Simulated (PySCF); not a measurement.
# C₂H₈BF₂N: NMR shifts at several levels of theory, part 2 of 2

PySCF 2.14.0. Atoms count from 0. The steps go on from the part before.

## 8. Shielding tensors: KT2/pcSseg-1

The job: settings as JSON, then the geometry in Å.

```
{"job": {"kind": "nmr", "xc": "KT2", "basis": "pcSseg-1", "pop": false}, "charge": 0, "multiplicity": 1}
B      1.982819     0.326656     0.101196
N      0.370615     0.522341     0.235021
C     -0.413106    -0.599865    -0.274806
C     -1.891997    -0.358149    -0.112637
F     -2.176973    -0.173748     1.198474
F     -2.236512     0.779567    -0.762733
H      2.242972    -0.677863     0.754242
H      2.195589     0.188098    -1.098199
H      2.475408     1.346044     0.565184
H      0.137215     0.676744     1.218461
H      0.097053     1.375561    -0.257458
H     -0.112907    -1.507415     0.266922
H     -0.163151    -0.746835    -1.334569
H     -2.510424    -1.186542    -0.497412
```

With the program's defaults for keys left out, this is: GIAO KT2/pcSseg-1 NMR shielding, non-relativistic, gas phase.

Standard output:

```text
coarse grid: 11456 points
cycle   1  E = -365.3417460785  dE =  5.428e-01  |g| = 8.982e-01  |ddm| = 2.999e+00
cycle   2  E = -365.0808238850  dE =  2.609e-01  |g| = 1.567e+00  |ddm| = 1.767e+00
cycle   3  E = -365.4881379202  dE = -4.073e-01  |g| = 1.417e-01  |ddm| = 1.125e+00
cycle   4  E = -365.4928998389  dE = -4.762e-03  |g| = 4.539e-02  |ddm| = 1.756e-01
cycle   5  E = -365.4934491680  dE = -5.493e-04  |g| = 9.576e-03  |ddm| = 4.937e-02
cycle   6  E = -365.4934703164  dE = -2.115e-05  |g| = 3.013e-03  |ddm| = 1.064e-02
cycle   7  E = -365.4934722704  dE = -1.954e-06  |g| = 5.503e-04  |ddm| = 2.694e-03
final grid: 110800 points
cycle   8  E = -365.5692719830  dE = -1.987e-04  |g| = 3.412e-02  |ddm| = 4.851e-02
cycle   9  E = -365.5688643875  dE =  4.076e-04  |g| = 6.104e-02  |ddm| = 5.536e-02
cycle  10  E = -365.5694483421  dE = -5.840e-04  |g| = 1.127e-03  |ddm| = 3.721e-02
cycle  11  E = -365.5694486016  dE = -2.595e-07  |g| = 4.639e-04  |ddm| = 1.492e-03
cycle  12  E = -365.5694486629  dE = -6.125e-08  |g| = 1.130e-04  |ddm| = 5.132e-04
cycle  13  E = -365.5694486653  dE = -2.447e-09  |g| = 3.911e-05  |ddm| = 9.741e-05
cycle  14  E = -365.5694486657  dE = -3.361e-10  |g| = 5.884e-06  |ddm| = 2.933e-05
converged SCF energy = -365.5694486657

GIAO shielding tensors (ppm)
atom      isotropic    diamagn.    paramagn.     s11        s22        s33       span
  0 B      120.632     190.205     -69.573    104.974    105.363    151.560     46.586
  1 N      218.482     318.724    -100.243    204.940    223.640    226.865     21.926
  2 C      128.862     250.924    -122.063    110.996    120.711    154.878     43.882
  3 C       67.051     240.044    -172.994     46.151     67.622     87.379     41.227
  4 F      303.728     474.927    -171.199    185.747    313.817    411.619    225.871
  5 F      303.904     474.988    -171.084    186.284    313.924    411.504    225.220
  6 H       29.033      29.584      -0.551     26.320     27.113     33.666      7.346
  7 H       29.034      29.578      -0.544     26.330     27.108     33.664      7.334
  8 H       28.636      28.919      -0.284     25.877     26.701     33.329      7.451
  9 H       28.172      32.362      -4.190     20.253     27.548     36.715     16.463
 10 H       28.175      32.355      -4.180     20.238     27.547     36.740     16.502
 11 H       28.331      30.822      -2.492     24.992     27.784     32.216      7.224
 12 H       28.330      30.826      -2.496     24.992     27.762     32.235      7.243
 13 H       25.215      26.626      -1.411     22.498     23.880     29.268      6.770
```

Run time: 15 s. Hardware: 1 thread of Arm Neoverse V2, shared host; peak memory 0.61 GiB.

This run: δ C3 116.2, C2 54.4, B0 -20.7, N1 45.8, H13 5.96, H9 3.01 ppm (means over like atoms).

## 9. Nuclear shieldings: KT3/pcSseg-1

The job, as its differences from that of step 8:

```diff
@@ -1,2 +1,2 @@
-{"job": {"kind": "nmr", "xc": "KT2", "basis": "pcSseg-1", "pop": false}, "charge": 0, "multiplicity": 1}
+{"job": {"kind": "nmr", "xc": "KT3", "basis": "pcSseg-1", "pop": false}, "charge": 0, "multiplicity": 1}
 B      1.982819     0.326656     0.101196
```

Level: GIAO KT3/pcSseg-1 NMR shielding, non-relativistic, gas phase.

Standard output:

```text
coarse grid: 11456 points
cycle   1  E = -364.9387818578  dE =  5.192e-01  |g| = 9.098e-01  |ddm| = 3.016e+00
cycle   2  E = -364.6818402795  dE =  2.569e-01  |g| = 1.561e+00  |ddm| = 1.769e+00
cycle   3  E = -365.0888051325  dE = -4.070e-01  |g| = 1.425e-01  |ddm| = 1.124e+00
cycle   4  E = -365.0937117530  dE = -4.907e-03  |g| = 4.495e-02  |ddm| = 1.762e-01
cycle   5  E = -365.0942477622  dE = -5.360e-04  |g| = 9.581e-03  |ddm| = 4.849e-02
cycle   6  E = -365.0942684794  dE = -2.072e-05  |g| = 3.059e-03  |ddm| = 1.020e-02
cycle   7  E = -365.0942705392  dE = -2.060e-06  |g| = 5.121e-04  |ddm| = 2.767e-03
final grid: 110800 points
cycle   8  E = -365.1608437073  dE = -2.056e-04  |g| = 3.219e-02  |ddm| = 5.155e-02
cycle   9  E = -365.1605477769  dE =  2.959e-04  |g| = 5.448e-02  |ddm| = 4.974e-02
cycle  10  E = -365.1609880098  dE = -4.402e-04  |g| = 2.456e-03  |ddm| = 3.284e-02
cycle  11  E = -365.1609894235  dE = -1.414e-06  |g| = 4.122e-04  |ddm| = 2.159e-03
cycle  12  E = -365.1609894570  dE = -3.354e-08  |g| = 1.198e-04  |ddm| = 4.144e-04
cycle  13  E = -365.1609894599  dE = -2.851e-09  |g| = 3.691e-05  |ddm| = 9.720e-05
cycle  14  E = -365.1609894602  dE = -2.907e-10  |g| = 9.224e-06  |ddm| = 3.551e-05
converged SCF energy = -365.1609894602

GIAO shielding tensors (ppm)
atom      isotropic    diamagn.    paramagn.     s11        s22        s33       span
  0 B      120.652     189.701     -69.049    105.883    106.269    149.803     43.920
  1 N      214.756     318.108    -103.352    203.051    219.040    222.179     19.128
  2 C      129.421     250.019    -120.598    112.393    121.472    154.398     42.005
  3 C       68.194     240.195    -172.001     47.415     68.932     88.234     40.819
  4 F      306.491     474.867    -168.376    191.654    320.718    407.102    215.448
  5 F      306.674     474.926    -168.252    192.164    320.869    406.988    214.824
  6 H       29.307      29.830      -0.523     26.664     27.423     33.835      7.172
  7 H       29.309      29.826      -0.517     26.673     27.420     33.833      7.161
  8 H       28.930      29.138      -0.208     26.215     27.075     33.500      7.285
  9 H       28.248      32.496      -4.248     20.512     27.584     36.648     16.136
 10 H       28.250      32.488      -4.238     20.497     27.582     36.672     16.174
 11 H       28.477      30.935      -2.457     25.125     27.952     32.355      7.230
 12 H       28.478      30.938      -2.461     25.126     27.931     32.375      7.250
 13 H       25.393      26.688      -1.295     22.690     24.075     29.414      6.723
```

It took 15 s on 1 thread of Arm Neoverse V2, shared host; peak memory 0.61 GiB.

In short: δ C3 114.1, C2 52.9, B0 -20.1, N1 47.3, H13 5.93, H9 3.07 ppm (means over like atoms).

## 10. Shielding tensors: B97-D/pcSseg-1

The job, as its differences from that of step 9:

```diff
@@ -1,2 +1,2 @@
-{"job": {"kind": "nmr", "xc": "KT3", "basis": "pcSseg-1", "pop": false}, "charge": 0, "multiplicity": 1}
+{"job": {"kind": "nmr", "xc": "B97-D", "basis": "pcSseg-1", "pop": false}, "charge": 0, "multiplicity": 1}
 B      1.982819     0.326656     0.101196
```

Method: GIAO B97-D/pcSseg-1 NMR shielding, non-relativistic, gas phase.

Standard output:

```text
coarse grid: 11456 points
cycle   1  E = -359.9013307840  dE =  4.783e-01  |g| = 8.267e-01  |ddm| = 3.031e+00
cycle   2  E = -359.6926227058  dE =  2.087e-01  |g| = 1.429e+00  |ddm| = 1.580e+00
cycle   3  E = -360.0295901613  dE = -3.370e-01  |g| = 1.381e-01  |ddm| = 9.557e-01
cycle   4  E = -360.0340893027  dE = -4.499e-03  |g| = 4.129e-02  |ddm| = 1.623e-01
cycle   5  E = -360.0345246199  dE = -4.353e-04  |g| = 8.742e-03  |ddm| = 4.322e-02
cycle   6  E = -360.0345411640  dE = -1.654e-05  |g| = 2.970e-03  |ddm| = 8.835e-03
cycle   7  E = -360.0345431036  dE = -1.940e-06  |g| = 4.460e-04  |ddm| = 2.514e-03
final grid: 110800 points
cycle   8  E = -360.0654792304  dE = -5.864e-05  |g| = 2.682e-02  |ddm| = 3.689e-02
cycle   9  E = -360.0652486465  dE =  2.306e-04  |g| = 4.707e-02  |ddm| = 4.055e-02
cycle  10  E = -360.0655807567  dE = -3.321e-04  |g| = 1.517e-03  |ddm| = 2.727e-02
cycle  11  E = -360.0655812524  dE = -4.957e-07  |g| = 3.568e-04  |ddm| = 1.299e-03
cycle  12  E = -360.0655812784  dE = -2.593e-08  |g| = 1.055e-04  |ddm| = 3.497e-04
cycle  13  E = -360.0655812804  dE = -2.080e-09  |g| = 2.761e-05  |ddm| = 8.230e-05
cycle  14  E = -360.0655812806  dE = -1.633e-10  |g| = 5.204e-06  |ddm| = 2.745e-05
converged SCF energy = -360.0655812806

GIAO shielding tensors (ppm)
atom      isotropic    diamagn.    paramagn.     s11        s22        s33       span
  0 B      118.473     188.203     -69.730    103.925    104.638    146.857     42.932
  1 N      213.284     318.555    -105.271    200.620    217.519    221.714     21.094
  2 C      125.319     249.893    -124.573    107.832    117.587    150.539     42.707
  3 C       61.611     239.226    -177.615     40.297     62.164     82.373     42.075
  4 F      309.281     474.178    -164.897    195.380    320.382    412.082    216.701
  5 F      309.472     474.238    -164.765    195.918    320.534    411.965    216.047
  6 H       29.404      29.819      -0.416     26.753     27.511     33.947      7.195
  7 H       29.405      29.814      -0.409     26.762     27.507     33.946      7.184
  8 H       29.050      29.167      -0.118     26.324     27.186     33.638      7.314
  9 H       28.366      32.469      -4.103     20.694     27.706     36.698     16.004
 10 H       28.368      32.461      -4.092     20.679     27.704     36.721     16.042
 11 H       28.527      30.915      -2.388     25.129     28.098     32.353      7.224
 12 H       28.527      30.918      -2.391     25.130     28.077     32.373      7.244
 13 H       25.382      26.524      -1.142     22.688     24.143     29.314      6.625
```

Wall time 15 s (1 thread of Arm Neoverse V2, shared host); peak memory 0.61 GiB.

This run: δ C3 117.6, C2 53.9, B0 -20.3, N1 47.6, H13 6.03, H9 3.04 ppm (means over like atoms).

## 11. Nuclear shieldings: B3LYP/pcSseg-1

The job, as its differences from that of step 10:

```diff
@@ -1,2 +1,2 @@
-{"job": {"kind": "nmr", "xc": "B97-D", "basis": "pcSseg-1", "pop": false}, "charge": 0, "multiplicity": 1}
+{"job": {"kind": "nmr", "xc": "B3LYP", "basis": "pcSseg-1", "pop": false}, "charge": 0, "multiplicity": 1}
 B      1.982819     0.326656     0.101196
```

Method: GIAO B3LYP/pcSseg-1 NMR shielding, non-relativistic, gas phase.

Standard output:

```text
coarse grid: 11456 points
cycle   1  E = -360.1320451941  dE =  5.572e-01  |g| = 7.554e-01  |ddm| = 2.980e+00
cycle   2  E = -360.0480985348  dE =  8.395e-02  |g| = 1.098e+00  |ddm| = 1.192e+00
cycle   3  E = -360.2418595778  dE = -1.938e-01  |g| = 9.150e-02  |ddm| = 6.411e-01
cycle   4  E = -360.2436391427  dE = -1.780e-03  |g| = 3.076e-02  |ddm| = 1.063e-01
cycle   5  E = -360.2438753751  dE = -2.362e-04  |g| = 4.999e-03  |ddm| = 2.831e-02
cycle   6  E = -360.2438801545  dE = -4.779e-06  |g| = 1.741e-03  |ddm| = 4.432e-03
final grid: 110800 points
cycle   7  E = -360.2931826531  dE = -4.469e-05  |g| = 6.505e-03  |ddm| = 1.854e-02
cycle   8  E = -360.2931753407  dE =  7.312e-06  |g| = 9.344e-03  |ddm| = 9.659e-03
cycle   9  E = -360.2931905070  dE = -1.517e-05  |g| = 5.879e-04  |ddm| = 5.618e-03
cycle  10  E = -360.2931905586  dE = -5.159e-08  |g| = 2.283e-04  |ddm| = 4.708e-04
cycle  11  E = -360.2931905687  dE = -1.014e-08  |g| = 2.924e-05  |ddm| = 1.523e-04
cycle  12  E = -360.2931905689  dE = -1.460e-10  |g| = 1.313e-05  |ddm| = 2.962e-05
converged SCF energy = -360.2931905689

GIAO shielding tensors (ppm)
atom      isotropic    diamagn.    paramagn.     s11        s22        s33       span
  0 B      118.157     187.090     -68.933    103.219    104.251    147.001     43.782
  1 N      216.404     318.773    -102.369    202.922    221.222    225.068     22.146
  2 C      125.110     248.775    -123.664    107.873    117.371    150.086     42.213
  3 C       61.309     238.062    -176.753     41.574     61.046     81.308     39.734
  4 F      316.863     474.355    -157.492    199.295    329.717    421.579    222.284
  5 F      317.048     474.413    -157.364    199.836    329.841    421.468    221.632
  6 H       29.394      29.615      -0.221     26.666     27.534     33.981      7.314
  7 H       29.395      29.610      -0.215     26.675     27.531     33.979      7.304
  8 H       29.053      29.026       0.027     26.237     27.213     33.709      7.472
  9 H       28.421      32.365      -3.943     20.617     27.657     36.990     16.373
 10 H       28.422      32.357      -3.934     20.601     27.654     37.012     16.412
 11 H       28.520      30.632      -2.112     24.973     28.014     32.572      7.600
 12 H       28.520      30.636      -2.115     24.972     27.995     32.594      7.621
 13 H       25.498      26.472      -0.974     22.742     24.184     29.568      6.827
```

Run time: 10 s. Hardware: 1 thread of Arm Neoverse V2, shared host; peak memory 0.72 GiB.

Key values: δ C3 117.9, C2 54.1, B0 -20.3, N1 47.1, H13 5.88, H9 2.96 ppm (means over like atoms).

## 12. Side by side: NMR shifts

Shifts (ppm) of some atoms, chosen among heavy atoms and hydrogens apart, means over like atoms, with basis size and wall time:

```
           run     C3    C2   H13    H6     B0    N1      F4  functions   time
   HF/pcSseg-1  102.4  46.8  5.48  1.98  -15.1  30.0  -112.4        142  4.9 s
  LDA/pcSseg-1  124.6  57.1  6.15  2.32  -24.4  51.2  -163.7        142   12 s
  PBE/pcSseg-1  120.3  55.1  6.05  2.22  -23.3  49.8  -159.2        142   15 s
 BLYP/pcSseg-1  121.5  56.2  6.06  2.15  -21.4  53.5  -157.0        142   14 s
 BP86/pcSseg-1  120.4  55.1  6.06  2.21  -22.9  47.5  -160.5        142   15 s
 OPBE/pcSseg-1  114.7  51.5  6.00  2.16  -23.6  44.9  -154.4        142   15 s
  KT2/pcSseg-1  116.2  54.4  5.96  2.28  -20.7  45.8  -165.2        142   15 s
  KT3/pcSseg-1  114.1  52.9  5.93  2.14  -20.1  47.3  -157.1        142   15 s
B97-D/pcSseg-1  117.6  53.9  6.03  2.12  -20.3  47.6  -154.6        142   15 s
B3LYP/pcSseg-1  117.9  54.1  5.88  2.10  -20.3  47.1  -145.0        142   10 s
```

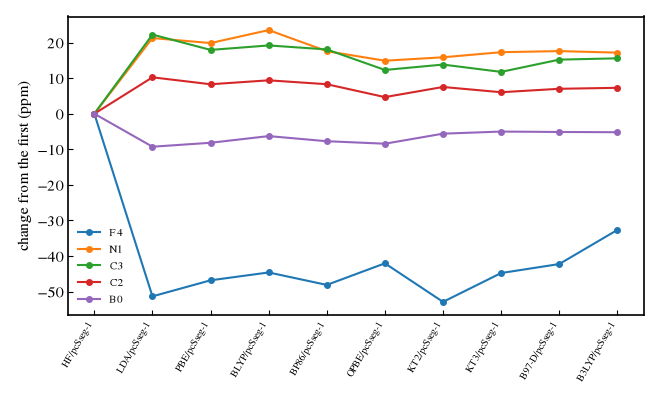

How five of the tabulated atoms move from run to run.

## 13. Outcome

This closing draws on all 2 parts.

| quantity | value |
| --- | --- |
| ¹³C shifts against TMS (HF/pcSseg-1) | 102.4, 46.8 ppm |
| ¹H shifts against TMS (HF/pcSseg-1, means over atoms taken as alike) | 5.48, 2.86, 2.83, 1.98 ppm |
| ¹¹B shifts against BF3·OEt2 (HF/pcSseg-1) | -15.1 ppm |
| ¹⁵N shifts against NH3 (HF/pcSseg-1) | 30.0 ppm |
| ¹⁹F shifts against CFCl3 (HF/pcSseg-1, means over atoms taken as alike) | -112.4 ppm |
| range of the shift of F4 (with its like atoms) | -165.2 to -112.4 ppm |

What this shows: Single values in the summary come from the first sound run of each kind (HF/pcSseg-1), which need not be the best level. H13 (hydrogen on an sp3 CH bonded to 2 F) lies farthest downfield among hydrogen, at 5.48 ppm; its carbon carries F, hence the downfield position. At HF/pcSseg-1: The widest tensor belongs to F4, F5: span 210 ppm, with a paramagnetic part of -115 ppm. Across the 10 runs the shift of F4 (with its like atoms) moves most, between -165.2 (KT2/pcSseg-1) and -112.4 ppm (HF/pcSseg-1).
